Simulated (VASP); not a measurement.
Band structure of SiC (wurtzite). Method: PBE GGA, VASP's PBE PAW potentials (set 64) (plane waves; VASP).

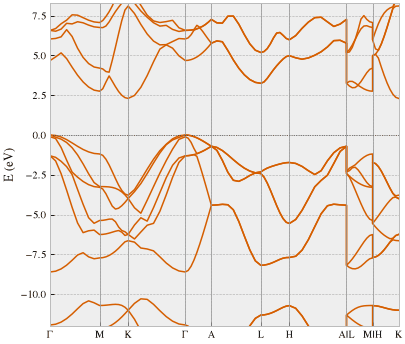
Bands along high-symmetry lines, zero at the valence-band maximum or, without a gap, the Fermi level

**Question.** Read the plot: is there a gap, and where are the band edges?

**Answer.** The gap is indirect, 2.30 eV, from the valence maximum at Γ to the conduction minimum at K. (Edges off the drawn lines would not show.)

Measured: gap 3.33 eV (computed value off by -1.03 eV), as given by Daiki Deguchi et al., Japanese Journal of Applied Physics (2016), arXiv:1512.06930.

The compound is SiC in the wurtzite structure, the rare 2H polytype. It was relaxed first.
